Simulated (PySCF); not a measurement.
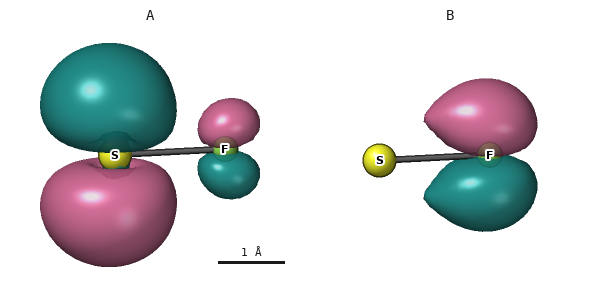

The picture shows: SF (charge −1). Two frontier orbitals, each drawn at the value that holds 80 % of its norm (teal and pink are the two phases), in no order; of a degenerate pair one member is drawn.

All numbers below come from PySCF, PBE0/aug-cc-pVDZ(-PP), non-relativistic Hamiltonian with scalar-relativistic core potentials where named, at a bond length of 1.741 Å.

Name the orbitals and rank them from lowest to highest energy.

Orbital B: π, occupied, −5.69 eV; mainly on F (85 %).
Orbital A: π, occupied, −0.09 eV; mainly on S (90 %).
